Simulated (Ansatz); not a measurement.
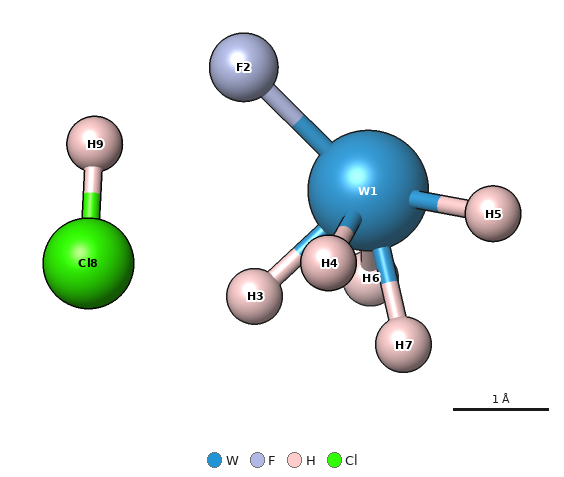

*The structure as given in the input (ball-and-stick view, seen at a tilt; atoms are numbered from 1 in the order of the input). Sticks mark near contacts.*

Bond lengths as drawn: Cl–H 1.33 Å, F–W 1.88 Å and H–W 1.63 to 1.69 Å.

# WH₆ClF: geometry relaxation (part 1 of 2)

The run: geometry relaxation of WH₆ClF. Method and program: RKS PBE0-D4/def2-SVP (Ansatz 0.2.0).

It belongs to a series of runs on one base structure; here: end point A relaxed. Figures and captions count atoms from 1; the log counts them from 0 in places.

**Input**
```yaml
crystal:
  periodic: [false, false, false]
  atoms:
    - { symbol: W, position_ang: [-0.433945, -0.442533, 0.336536] }
    - { symbol: F, position_ang: [0.006189, -0.031359, 2.113503] }
    - { symbol: H, position_ang: [1.100638, -0.040806, -0.062222] }
    - { symbol: H, position_ang: [-0.042608, 1.083777, -0.090771] }
    - { symbol: H, position_ang: [-1.685263, 0.352114, -0.481073] }
    - { symbol: H, position_ang: [0.301359, -1.705487, -0.52137] }
    - { symbol: H, position_ang: [-0.05025, -0.08425, -1.256247] }
    - { symbol: Cl, position_ang: [1.991172, 2.113032, 1.136829] }
    - { symbol: H, position_ang: [1.454709, 1.507811, 2.192614] }
basis:
  gaussian: { orbitals: def2-SVP }
hamiltonian:
  xc: pbe0
  dispersion: d4
relax:
  f_tol: 0.03
  max_steps: 50
output:
  orbitals: {}
```

Machine: 2 threads of Arm Neoverse V2, 24 GiB of memory available, shared host.

Launch command:
```bash
ansatz run input.yaml --threads 2 --pin off --max-ram 3072MiB --backend cpu --events-out ev --progress --plain --runs-dir out
```

**Output**
```
The last accepted step is kept in [file] (removed where the run ends without a failure and the disk answers)
Engine: ansatz 0.2.0, aarch64-unknown-linux-gnu
Functional definition: PBE0
  parameter a = 0.25
  parameter kappa = 0.804
  parameter beta = 0.06672455060314922
  exchange = (1 - a)*pbe_x(kappa = kappa, mu = beta*pi^2/3) + a*exact_x
  correlation = pbe_c(beta = beta)
1001 factors; integrals over basis functions are off by at most 3.8e-4 eV
mean field evaluation 1: about -17145.0781 eV, gradient 3.6e1 eV
mean field evaluation 2: about -17140.4588 eV, gradient 6.2e1 eV
mean field evaluation 4: about -17147.6369 eV, gradient 2.5e0 eV
mean field evaluation 8: about -17147.7029 eV, gradient 3.8e-1 eV
mean field evaluation 16: about -17147.7032 eV, gradient 1.5e-4 eV
mean field -17147.70324306 eV, -630.1664710518 hartree, gradient 3.9e-5 eV, S^2 0.000000; 0 other end points of the search recorded, 0 dependent functions left out
the calculation of the forces begins
reference -17147.70328374 eV, -630.1664725467 hartree; 23, 23 occupied and 71, 71 virtual orbitals, 1001 factors
relax step   1: F+E_penalty+E_count = -17147.86053559 eV  Δ(F+E_penalty+E_count) = +0.000e0 eV  max|allowed force component| = 1.149e0 eV/Å  Δτ_max = 0.0000 Å  (29 SCF iters, accepted)
these checks for a lower state are left out or cut short: starts, cluster_reference, orbital_swaps, neighbouring_geometries, increment
1001 factors; integrals over basis functions are off by at most 3.7e-4 eV
mean field -17147.83097656 eV, -630.1711651714 hartree, gradient 1.7e-5 eV, S^2 0.000000; 0 other end points of the search recorded, 0 dependent functions left out
the calculation of the forces begins
reference -17147.83101746 eV, -630.1711666742 hartree; 23, 23 occupied and 71, 71 virtual orbitals, 1001 factors
relax step   2: F+E_penalty+E_count = -17147.98358412 eV  Δ(F+E_penalty+E_count) = -1.230e-1 eV  max|allowed force component| = 8.363e-1 eV/Å  Δτ_max = 0.1940 Å  (32 SCF iters, accepted)
these checks for a lower state are left out or cut short: starts, cluster_reference, orbital_swaps, neighbouring_geometries, increment
1001 factors; integrals over basis functions are off by at most 3.2e-4 eV
mean field evaluation 32: about -17147.8666 eV, gradient 1.1e-5 eV
mean field -17147.86663602 eV, -630.1724756324 hartree, gradient 1.1e-5 eV, S^2 0.000000; 0 other end points of the search recorded, 0 dependent functions left out
the calculation of the forces begins
reference -17147.86667696 eV, -630.1724771368 hartree; 23, 23 occupied and 71, 71 virtual orbitals, 1001 factors
relax step   3: F+E_penalty+E_count = -17148.01465404 eV  Δ(F+E_penalty+E_count) = -3.107e-2 eV  max|allowed force component| = 7.803e-1 eV/Å  Δτ_max = 0.2000 Å  (33 SCF iters, accepted)
these checks for a lower state are left out or cut short: starts, cluster_reference, orbital_swaps, neighbouring_geometries, increment
1001 factors; integrals over basis functions are off by at most 3.4e-4 eV
mean field -17147.90115717 eV, -630.1737442611 hartree, gradient 1.4e-5 eV, S^2 0.000000; 0 other end points of the search recorded, 0 dependent functions left out
the calculation of the forces begins
reference -17147.90119818 eV, -630.1737457683 hartree; 23, 23 occupied and 71, 71 virtual orbitals, 1001 factors
relax step   4: F+E_penalty+E_count = -17148.04664849 eV  Δ(F+E_penalty+E_count) = -3.199e-2 eV  max|allowed force component| = 7.298e-1 eV/Å  Δτ_max = 0.2000 Å  (33 SCF iters, accepted)
these checks for a lower state are left out or cut short: starts, cluster_reference, orbital_swaps, neighbouring_geometries, increment
1001 factors; integrals over basis functions are off by at most 3.6e-4 eV
mean field -17147.90891255 eV, -630.1740292663 hartree, gradient 2.1e-5 eV, S^2 0.000000; 0 other end points of the search recorded, 0 dependent functions left out
the calculation of the forces begins
reference -17147.90895344 eV, -630.1740307687 hartree; 23, 23 occupied and 71, 71 virtual orbitals, 1001 factors
relax step   5: F+E_penalty+E_count = -17148.05628828 eV  Δ(F+E_penalty+E_count) = -9.640e-3 eV  max|allowed force component| = 2.206e-1 eV/Å  Δτ_max = 0.1169 Å  (34 SCF iters, accepted)
these checks for a lower state are left out or cut short: starts, cluster_reference, orbital_swaps, neighbouring_geometries, increment
1001 factors; integrals over basis functions are off by at most 3.7e-4 eV
mean field -17147.91800081 eV, -630.1743632534 hartree, gradient 2.2e-5 eV, S^2 0.000000; 0 other end points of the search recorded, 0 dependent functions left out
the calculation of the forces begins
reference -17147.91804167 eV, -630.1743647552 hartree; 23, 23 occupied and 71, 71 virtual orbitals, 1001 factors
relax step   6: F+E_penalty+E_count = -17148.06470987 eV  Δ(F+E_penalty+E_count) = -8.422e-3 eV  max|allowed force component| = 1.027e-1 eV/Å  Δτ_max = 0.0571 Å  (33 SCF iters, accepted)
these checks for a lower state are left out or cut short: starts, cluster_reference, orbital_swaps, neighbouring_geometries, increment
1001 factors; integrals over basis functions are off by at most 4.6e-4 eV
mean field -17147.92642309 eV, -630.1746727667 hartree, gradient 1.1e-5 eV, S^2 0.000000; 0 other end points of the search recorded, 0 dependent functions left out
the calculation of the forces begins
reference -17147.92646401 eV, -630.1746742702 hartree; 23, 23 occupied and 71, 71 virtual orbitals, 1001 factors
relax step   7: F+E_penalty+E_count = -17148.07192241 eV  Δ(F+E_penalty+E_count) = -7.213e-3 eV  max|allowed force component| = 2.196e-1 eV/Å  Δτ_max = 0.1308 Å  (34 SCF iters, accepted)
these checks for a lower state are left out or cut short: starts, cluster_reference, orbital_swaps, neighbouring_geometries, increment
1001 factors; integrals over basis functions are off by at most 4.6e-4 eV
mean field evaluation 64: about -17147.9316 eV, gradient 1.3e-4 eV
mean field -17147.93156769 eV, -630.1748618272 hartree, gradient 2.3e-5 eV, S^2 0.000000; 0 other end points of the search recorded, 0 dependent functions left out
the calculation of the forces begins
reference -17147.93160876 eV, -630.1748633365 hartree; 23, 23 occupied and 71, 71 virtual orbitals, 1001 factors
relax step   8: F+E_penalty+E_count = -17148.07555061 eV  Δ(F+E_penalty+E_count) = -3.628e-3 eV  max|allowed force component| = 1.392e-1 eV/Å  Δτ_max = 0.0679 Å  (34 SCF iters, accepted)
these checks for a lower state are left out or cut short: starts, cluster_reference, orbital_swaps, neighbouring_geometries, increment
1001 factors; integrals over basis functions are off by at most 4.7e-4 eV
mean field -17147.93451264 eV, -630.1749700519 hartree, gradient 8.6e-6 eV, S^2 0.000000; 0 other end points of the search recorded, 0 dependent functions left out
the calculation of the forces begins
reference -17147.93455387 eV, -630.1749715670 hartree; 23, 23 occupied and 71, 71 virtual orbitals, 1001 factors
relax step   9: F+E_penalty+E_count = -17148.07719457 eV  Δ(F+E_penalty+E_count) = -1.644e-3 eV  max|allowed force component| = 7.975e-2 eV/Å  Δτ_max = 0.0701 Å  (34 SCF iters, accepted)
these checks for a lower state are left out or cut short: starts, cluster_reference, orbital_swaps, neighbouring_geometries, increment
1001 factors; integrals over basis functions are off by at most 4.8e-4 eV
mean field -17147.93536975 eV, -630.1750015501 hartree, gradient 1.8e-5 eV, S^2 0.000000; 0 other end points of the search recorded, 0 dependent functions left out
the calculation of the forces begins
reference -17147.93541107 eV, -630.1750030688 hartree; 23, 23 occupied and 71, 71 virtual orbitals, 1001 factors
relax step  10: F+E_penalty+E_count = -17148.07773623 eV  Δ(F+E_penalty+E_count) = -5.417e-4 eV  max|allowed force component| = 3.991e-2 eV/Å  Δτ_max = 0.0239 Å  (35 SCF iters, accepted)
these checks for a lower state are left out or cut short: starts, cluster_reference, orbital_swaps, neighbouring_geometries, increment
1001 factors; integrals over basis functions are off by at most 4.7e-4 eV
mean field -17147.93605133 eV, -630.1750265980 hartree, gradient 1.8e-5 eV, S^2 0.000000; 0 other end points of the search recorded, 0 dependent functions left out
the calculation of the forces begins
reference -17147.93609269 eV, -630.1750281180 hartree; 23, 23 occupied and 71, 71 virtual orbitals, 1001 factors
relax step  11: F+E_penalty+E_count = -17148.07815098 eV  Δ(F+E_penalty+E_count) = -4.148e-4 eV  max|allowed force component| = 2.900e-2 eV/Å  Δτ_max = 0.0125 Å  (35 SCF iters, accepted)
1001 factors; integrals over basis functions are off by at most 4.7e-4 eV
mean field evaluation 96: about -17147.8933 eV, gradient 2.6e-1 eV
```

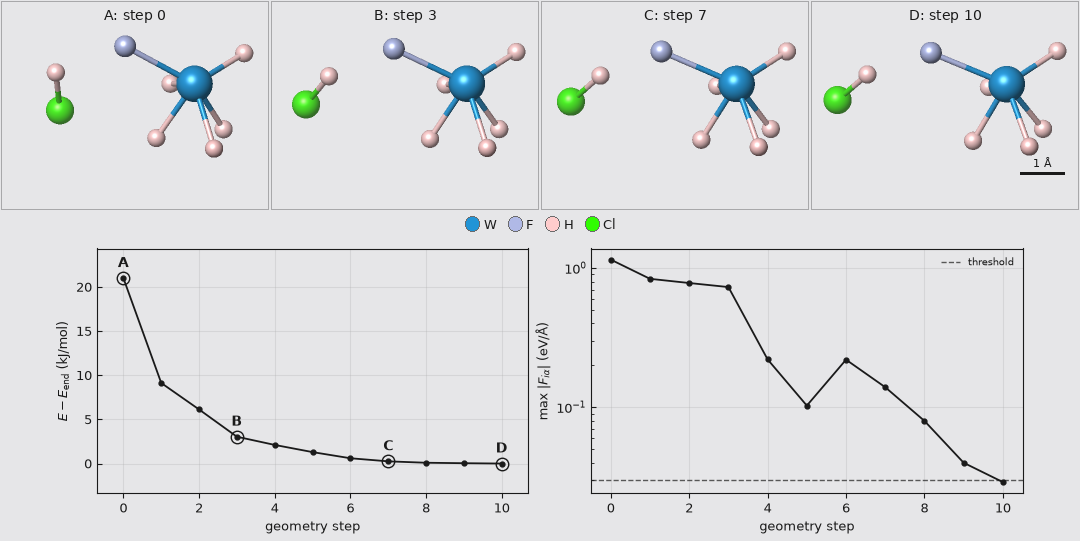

*Frames of the relaxation (ball-and-stick view, seen at a tilt) above the curves, on which the letters mark them (the first geometry is step 0 here and step 1 in the log).*

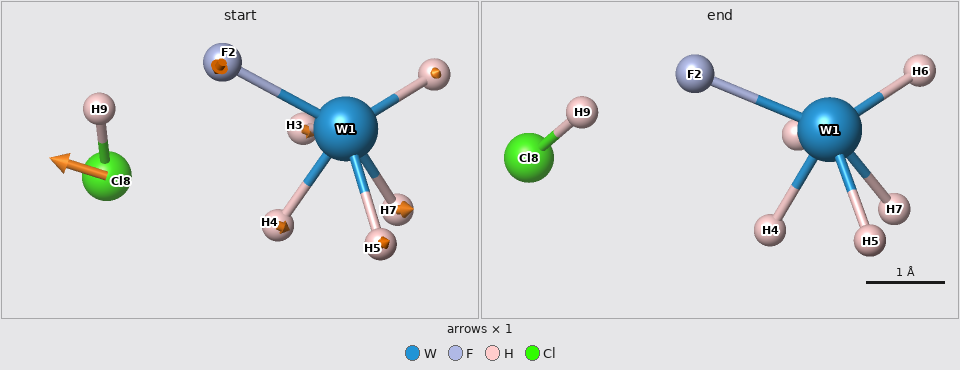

*Before (left) and after (right) the relaxation, at one scale (ball-and-stick view, seen at a tilt). The orange arrows give the displacements, at true length.*

The largest move after the best rigid fit is that of Cl8, 0.78 Å. Largest moves by element: Cl 0.78 Å, F 0.27 Å, H 0.25 Å, W 0.05 Å. Among the contacts that change: Cl8–H9 1.330 → 1.294 Å, W1–F2 1.876 → 1.907 Å, W1–H7 1.677 → 1.668 Å, W1–H4 1.633 → 1.640 Å. Among the angles that change: F2–W1–H4 89.2° → 85.8°. After 10 geometry steps the energy has fallen by 21.0 kJ/mol. Largest force component: 1.1 eV/Å at the start, 0.029 eV/Å at the end. (Atoms are counted from 1 in the order of the input.)

```
mean field -17147.93605133 eV, -630.1750265980 hartree, gradient 1.8e-5 eV, S^2 0.000000; 1 other end points of the search recorded, 0 dependent functions left out
the calculation of the forces begins
reference -17147.93609269 eV, -630.1750281180 hartree; 23, 23 occupied and 71, 71 virtual orbitals, 1001 factors
Total energy: -17148.07819234 eV, -630.1802501837 hartree
Atom 0 at    -0.463329    -0.469473     0.304883 Å, force    -0.008519    -0.018012     0.029001 eV/Å
Atom 1 at     0.166442     0.152544     1.994014 Å, force     0.001121     0.001534    -0.004686 eV/Å
Atom 2 at     1.038345    -0.114198    -0.249758 Å, force    -0.000732     0.011123    -0.004956 eV/Å
Atom 3 at    -0.088303     1.027442    -0.249174 Å, force     0.010359    -0.001169    -0.008341 eV/Å
Atom 4 at    -1.779226     0.233223    -0.491118 Å, force     0.003495     0.002323    -0.005090 eV/Å
Atom 5 at     0.219760    -1.794355    -0.493738 Å, force     0.000411     0.002667    -0.000503 eV/Å
Atom 6 at    -0.231536    -0.242493    -1.331634 Å, force    -0.003207     0.004429    -0.005447 eV/Å
Atom 7 at     2.313294     2.437211     1.767777 Å, force    -0.005830    -0.006466     0.004504 eV/Å
```
